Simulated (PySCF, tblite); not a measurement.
# C5H6ClNS: a rotation path, then NMR shifts on frames, part 2 of 2

tblite 0.8.0 and PySCF 2.14.0. Atoms count from 0. Earlier steps stand in the parts before.

## (5) NMR shieldings: image 5, PBE0/pcSseg-1

Job settings and geometry (Å):

```
{"job": {"kind": "nmr", "xc": "PBE0", "basis": "pcSseg-1", "pop": false}, "charge": 0, "multiplicity": 1}
C     -2.173900    -0.259500    -0.459800
C     -1.262100     0.466600     0.518200
C      0.172600     0.176900     0.268600
N      1.155700     0.793500     0.821500
C      2.349100     0.331800     0.385100
Cl     3.793700     1.023900     0.971600
C      2.299700    -0.673800    -0.530800
S      0.664100    -1.063900    -0.867300
H     -1.948000     0.034400    -1.482200
H     -2.034800    -1.334800    -0.373400
H     -3.215500    -0.029000    -0.255900
H     -1.400100     1.548300     0.450600
H     -1.505300     0.172700     1.543200
H      3.104100    -1.187600    -1.011400
```

Level: GIAO PBE0/pcSseg-1 NMR shielding, non-relativistic, gas phase.

Output:

```text
coarse grid: 13464 points
cycle   1  E = -1106.5389026990  dE =  1.444e+00  |g| = 4.210e-01  |ddm| = 3.746e+00
cycle   2  E = -1106.5129313785  dE =  2.597e-02  |g| = 5.615e-01  |ddm| = 8.470e-01
cycle   3  E = -1106.5807603358  dE = -6.783e-02  |g| = 9.073e-02  |ddm| = 5.034e-01
cycle   4  E = -1106.5821300263  dE = -1.370e-03  |g| = 4.603e-02  |ddm| = 1.116e-01
cycle   5  E = -1106.5826035232  dE = -4.735e-04  |g| = 1.240e-02  |ddm| = 5.270e-02
cycle   6  E = -1106.5826390021  dE = -3.548e-05  |g| = 3.621e-03  |ddm| = 1.463e-02
cycle   7  E = -1106.5826420215  dE = -3.019e-06  |g| = 1.361e-03  |ddm| = 4.951e-03
final grid: 122760 points
cycle   8  E = -1106.6305665555  dE = -2.544e-05  |g| = 1.083e-02  |ddm| = 3.163e-02
cycle   9  E = -1106.6305133435  dE =  5.321e-05  |g| = 1.751e-02  |ddm| = 3.027e-02
cycle  10  E = -1106.6305942354  dE = -8.089e-05  |g| = 2.985e-03  |ddm| = 2.189e-02
cycle  11  E = -1106.6305964345  dE = -2.199e-06  |g| = 4.394e-04  |ddm| = 3.037e-03
cycle  12  E = -1106.6305964738  dE = -3.927e-08  |g| = 1.409e-04  |ddm| = 5.303e-04
cycle  13  E = -1106.6305964783  dE = -4.548e-09  |g| = 3.292e-05  |ddm| = 1.388e-04
cycle  14  E = -1106.6305964785  dE = -2.183e-10  |g| = 1.148e-05  |ddm| = 3.671e-05
converged SCF energy = -1106.6305964785

GIAO shielding tensors (ppm)
atom      isotropic    diamagn.    paramagn.     s11        s22        s33       span
  0 C      173.233     248.981     -75.749    160.472    173.640    185.586     25.115
  1 C      157.360     244.890     -87.530    148.056    150.067    173.957     25.901
  2 C        8.674     261.127    -252.453    -45.889    -12.689     84.600    130.489
  3 N      -83.439     329.510    -412.949   -341.900    -95.541    187.123    529.023
  4 C       37.587     252.536    -214.949    -29.700     70.034     72.426    102.126
  5 Cl     733.056    1144.468    -411.412    503.693    674.088   1021.387    517.695
  6 C       66.349     262.532    -196.183    -11.186     73.230    137.003    148.189
  7 S      222.677    1057.562    -834.885     14.913    291.552    361.565    346.652
  8 H       30.379      30.117       0.262     26.251     29.230     35.657      9.406
  9 H       30.267      30.166       0.102     25.603     29.868     35.331      9.728
 10 H       30.227      27.430       2.797     25.135     27.511     38.036     12.902
 11 H       28.573      29.283      -0.709     22.731     28.430     34.559     11.828
 12 H       28.654      28.975      -0.322     23.373     27.969     34.618     11.246
 13 H       24.979      31.754      -6.774     21.199     26.358     27.381      6.181
```

It took 41 s on 1 thread, shared host.

Key values: δ C2 178.3, C4 149.3, C6 120.6, C1 29.6, H13 6.74, H11 3.14 ppm.

## (6) Nuclear shieldings: image 6, PBE0/pcSseg-1

Job settings and geometry (Å):

```
{"job": {"kind": "nmr", "xc": "PBE0", "basis": "pcSseg-1", "pop": false}, "charge": 0, "multiplicity": 1}
C     -2.179600    -0.321500    -0.403800
C     -1.259000     0.520200     0.466800
C      0.174900     0.214000     0.232200
N      1.154600     0.714600     0.897200
C      2.348900     0.272100     0.443500
Cl     3.790700     0.821100     1.171400
C      2.303500    -0.600800    -0.599800
S      0.670900    -0.880400    -1.043500
H     -1.973200    -0.146100    -1.457400
H     -2.029800    -1.378300    -0.196200
H     -3.219600    -0.074900    -0.210400
H     -1.413500     1.584200     0.266500
H     -1.478500     0.355400     1.524300
H      3.109100    -1.080000    -1.113000
```

Level: GIAO PBE0/pcSseg-1 NMR shielding, non-relativistic, gas phase.

Output:

```text
coarse grid: 13464 points
cycle   1  E = -1106.5390703485  dE =  1.444e+00  |g| = 4.211e-01  |ddm| = 3.747e+00
cycle   2  E = -1106.5130409052  dE =  2.603e-02  |g| = 5.618e-01  |ddm| = 8.466e-01
cycle   3  E = -1106.5809453387  dE = -6.790e-02  |g| = 9.084e-02  |ddm| = 5.034e-01
cycle   4  E = -1106.5823205487  dE = -1.375e-03  |g| = 4.599e-02  |ddm| = 1.117e-01
cycle   5  E = -1106.5827930972  dE = -4.725e-04  |g| = 1.242e-02  |ddm| = 5.269e-02
cycle   6  E = -1106.5828287341  dE = -3.564e-05  |g| = 3.615e-03  |ddm| = 1.465e-02
cycle   7  E = -1106.5828317394  dE = -3.005e-06  |g| = 1.364e-03  |ddm| = 4.949e-03
final grid: 122760 points
cycle   8  E = -1106.6306148861  dE = -2.651e-05  |g| = 1.077e-02  |ddm| = 3.159e-02
cycle   9  E = -1106.6305622234  dE =  5.266e-05  |g| = 1.741e-02  |ddm| = 3.003e-02
cycle  10  E = -1106.6306421673  dE = -7.994e-05  |g| = 2.967e-03  |ddm| = 2.176e-02
cycle  11  E = -1106.6306443399  dE = -2.173e-06  |g| = 4.410e-04  |ddm| = 3.022e-03
cycle  12  E = -1106.6306443796  dE = -3.978e-08  |g| = 1.401e-04  |ddm| = 5.311e-04
cycle  13  E = -1106.6306443841  dE = -4.485e-09  |g| = 3.311e-05  |ddm| = 1.376e-04
cycle  14  E = -1106.6306443843  dE = -2.149e-10  |g| = 1.175e-05  |ddm| = 3.735e-05
converged SCF energy = -1106.6306443843

GIAO shielding tensors (ppm)
atom      isotropic    diamagn.    paramagn.     s11        s22        s33       span
  0 C      173.529     248.994     -75.465    161.092    173.579    185.914     24.822
  1 C      157.440     244.863     -87.424    148.601    149.919    173.799     25.198
  2 C        8.707     261.088    -252.381    -45.933    -12.324     84.378    130.311
  3 N      -83.412     329.515    -412.927   -342.468    -95.222    187.453    529.921
  4 C       37.460     252.515    -215.056    -29.905     69.940     72.345    102.250
  5 Cl     732.921    1144.460    -411.539    503.651    673.774   1021.338    517.686
  6 C       66.417     262.552    -196.135    -10.732     73.079    136.903    147.636
  7 S      222.582    1057.561    -834.979     15.486    291.568    360.692    345.206
  8 H       30.280      30.156       0.124     25.678     29.787     35.375      9.696
  9 H       30.347      30.105       0.242     26.156     29.271     35.615      9.459
 10 H       30.221      27.409       2.811     25.114     27.519     38.029     12.915
 11 H       28.650      29.066      -0.416     23.179     28.139     34.631     11.452
 12 H       28.587      29.182      -0.595     22.843     28.332     34.586     11.743
 13 H       24.986      31.755      -6.768     21.203     26.350     27.405      6.202
```

Run time: 39 s. Hardware: 1 thread, shared host.

In short: δ C2 178.2, C4 149.5, C6 120.5, C1 29.5, H13 6.73, H12 3.13 ppm.

## (7) Nuclear shieldings: image 8, PBE0/pcSseg-1

Job settings and geometry (Å):

```
{"job": {"kind": "nmr", "xc": "PBE0", "basis": "pcSseg-1", "pop": false}, "charge": 0, "multiplicity": 1}
C     -2.190900    -0.423300    -0.267700
C     -1.252500     0.611400     0.343200
C      0.178700     0.277200     0.134900
N      1.111900     0.518500     0.983900
C      2.324700     0.129800     0.529000
Cl     3.701200     0.361100     1.510100
C      2.343600    -0.433500    -0.709400
S      0.747700    -0.477100    -1.343400
H     -2.032700    -0.495300    -1.341500
H     -2.017100    -1.401900     0.172900
H     -3.224900    -0.141400    -0.088400
H     -1.448500     1.591500    -0.103300
H     -1.418000     0.699700     1.418200
H      3.176200    -0.817100    -1.260700
```

With the program's defaults for keys left out, this is: GIAO PBE0/pcSseg-1 NMR shielding, non-relativistic, gas phase.

Output:

```text
coarse grid: 13464 points
cycle   1  E = -1106.5394892723  dE =  1.428e+00  |g| = 4.192e-01  |ddm| = 3.725e+00
cycle   2  E = -1106.5141651768  dE =  2.532e-02  |g| = 5.571e-01  |ddm| = 8.547e-01
cycle   3  E = -1106.5810738885  dE = -6.691e-02  |g| = 8.945e-02  |ddm| = 5.062e-01
cycle   4  E = -1106.5823768243  dE = -1.303e-03  |g| = 4.651e-02  |ddm| = 1.100e-01
cycle   5  E = -1106.5828620564  dE = -4.852e-04  |g| = 1.212e-02  |ddm| = 5.280e-02
cycle   6  E = -1106.5828956474  dE = -3.359e-05  |g| = 3.684e-03  |ddm| = 1.438e-02
cycle   7  E = -1106.5828988084  dE = -3.161e-06  |g| = 1.321e-03  |ddm| = 4.904e-03
final grid: 122760 points
cycle   8  E = -1106.6312640364  dE = -2.380e-05  |g| = 1.086e-02  |ddm| = 3.107e-02
cycle   9  E = -1106.6312097958  dE =  5.424e-05  |g| = 1.762e-02  |ddm| = 3.044e-02
cycle  10  E = -1106.6312921174  dE = -8.232e-05  |g| = 2.943e-03  |ddm| = 2.204e-02
cycle  11  E = -1106.6312942516  dE = -2.134e-06  |g| = 4.456e-04  |ddm| = 2.981e-03
cycle  12  E = -1106.6312942922  dE = -4.051e-08  |g| = 1.392e-04  |ddm| = 5.202e-04
cycle  13  E = -1106.6312942965  dE = -4.376e-09  |g| = 3.529e-05  |ddm| = 1.393e-04
cycle  14  E = -1106.6312942968  dE = -2.317e-10  |g| = 1.418e-05  |ddm| = 4.182e-05
converged SCF energy = -1106.6312942968

GIAO shielding tensors (ppm)
atom      isotropic    diamagn.    paramagn.     s11        s22        s33       span
  0 C      170.655     247.893     -77.237    156.772    171.503    183.691     26.919
  1 C      155.734     245.104     -89.370    142.917    149.050    175.236     32.319
  2 C        8.794     261.031    -252.237    -45.893    -17.049     89.324    135.218
  3 N      -82.741     329.261    -412.002   -331.689    -97.562    181.027    512.716
  4 C       38.878     252.607    -213.729    -27.285     71.067     72.852    100.137
  5 Cl     734.222    1144.529    -410.307    501.759    678.784   1022.123    520.365
  6 C       65.652     262.355    -196.703    -15.175     76.266    135.866    151.041
  7 S      224.805    1057.403    -832.598      8.090    300.133    366.192    358.102
  8 H       30.332      29.991       0.341     25.245     30.446     35.304     10.059
  9 H       30.439      29.769       0.670     26.887     28.533     35.896      9.009
 10 H       30.258      27.514       2.744     25.374     27.414     37.987     12.613
 11 H       28.717      29.020      -0.303     24.593     27.251     34.307      9.714
 12 H       28.486      29.674      -1.188     22.703     28.581     34.174     11.470
 13 H       24.892      31.652      -6.760     21.218     26.464     26.992      5.774
```

It took 39 s on 1 thread, shared host.

Key values: δ C2 178.1, C4 148.0, C6 121.3, C1 31.2, H13 6.83, H12 3.23 ppm.

## (8) Side by side: NMR shifts

Shifts (ppm) of some atoms, chosen among heavy atoms and hydrogens apart, with basis size and wall time:

```tsv
frame	C1	C0	H12	H9	N3	Cl5	S7	functions	time
image 0	32.2	21.2	2.82	1.12	349.8	215	280	180	49 s
image 2	31.9	20.3	2.98	1.25	348.4	213	276	180	41 s
image 5	29.6	13.7	3.06	1.45	351.2	217	281	180	41 s
image 6	29.5	13.4	3.13	1.37	351.1	217	281	180	39 s
image 8	31.2	16.3	3.23	1.28	350.5	216	279	180	39 s
```

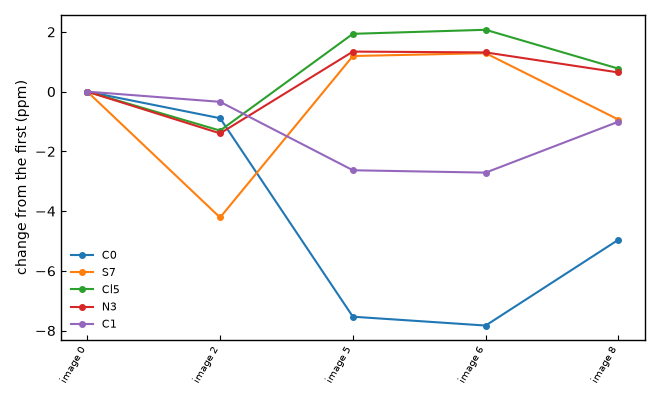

How five of the tabulated atoms move from run to run.

## (9) Results

The summary covers parts 1 to 2.

| quantity | value |
| --- | --- |
| barrier | 0.008 eV (0.2 kcal/mol) at image 5 |
| end to end (GFN2-xTB) | 0.000 eV |
| ¹³C shifts against TMS (PBE0/pcSseg-1, image 0) | 177.7, 148.2, 122.1, 32.2, 21.2 ppm |
| ¹H shifts against TMS (PBE0/pcSseg-1, image 0) | 6.77, 3.14, 2.82, 1.44, 1.39, 1.12 ppm |
| ¹⁵N shifts against NH3 (PBE0/pcSseg-1, image 0) | 349.8 ppm |
| ³⁵Cl shifts against HCl (PBE0/pcSseg-1, image 0) | 215 ppm |
| ³³S shifts against CS2 (PBE0/pcSseg-1, image 0) | 280 ppm |
| surface potential, 1st and 99th percentile | -1.47 V and 1.23 V |
| range of the shift of C0 | 13.4 to 21.2 ppm |

Along the band the dihedral turns by 120°, and the top (dihedral -9°) lies 0.2 kcal/mol above the start (GFN2-xTB, rough), so at room temperature this motion is fast. The top was not checked by a frequency run. Shifts at one fixed geometry are not the observed spectrum, which averages over the motion. NICS(1)zz of -24 ppm above the planar ring from C2 marks a diatropic (aromatic) ring current. By nearest atom (PBE0/pcSseg-1), the HOMO sits on C4, C6 about 21 % each; Cl5 19 % and the LUMO on C2 27 %; S7 21 %. Across the 5 runs the shift of C0 moves most, between 13.4 (image 6) and 21.2 ppm (image 0).
